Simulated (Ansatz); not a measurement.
Te (trigonal-Te type, space group P3_121)

```xyz
3
Lattice="4.5209 0.0000 0.0000 -2.2604 3.9152 0.0000 0.0000 0.0000 5.9543" Properties=species:S:1:pos:R:3 pbc="T T T"
Te     1.2121     0.0000     1.9848
Te    -0.6061     1.0497     3.9695
Te     1.6544     2.8655     0.0000
```

In each cell atom 2 (Te, nearest neighbour Te at 2.889 Å; its periodic images, 4.5 Å or more away, move with it) moves by s·(0.629, -0.363, -0.687) (towards the nearest neighbour), the rest being held.

Method: PBE (plane waves to 420 eV, PAW, scalar-relativistic; Ansatz, a quantum-chemistry and plane-wave program). k mesh 7×7×5 (Γ-centred), Fermi-Dirac smearing 0.05 eV. The energy includes the smearing's −TS. Left out: 1 of 11 points, with atoms too close for the PAW data. As the smearing reaches across the gap at some points, energies and forces of such displacements shift with the k mesh and the smearing. Spin-orbit coupling is left out, though Te is heavy. Te was relaxed with its symmetry unable to fall. The zero of ΔE is the undisplaced structure.

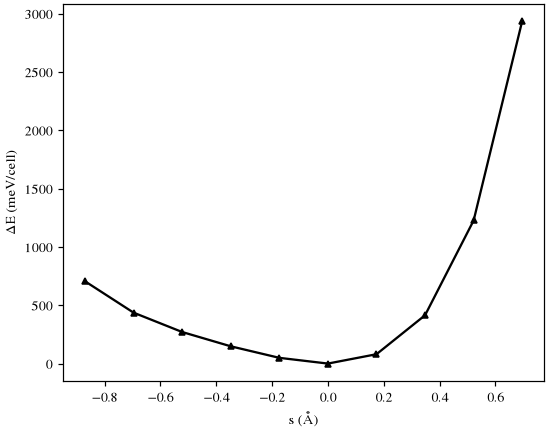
*ΔE (meV/cell) against s (Å); one marker a computed point.*

Problem. Is the energy the same for displacements of ±0.696 Å, and if not, which side lies higher?

Solution. Not even: the positive side lies higher at ±0.696 Å.

Problem. What is the energy change at s = 0.696 Å?

Solution. About 2900 meV/cell.

(For displaced atoms, the force is minus the slope of the energy, and its curvature is a force constant, which sets phonon frequencies.)
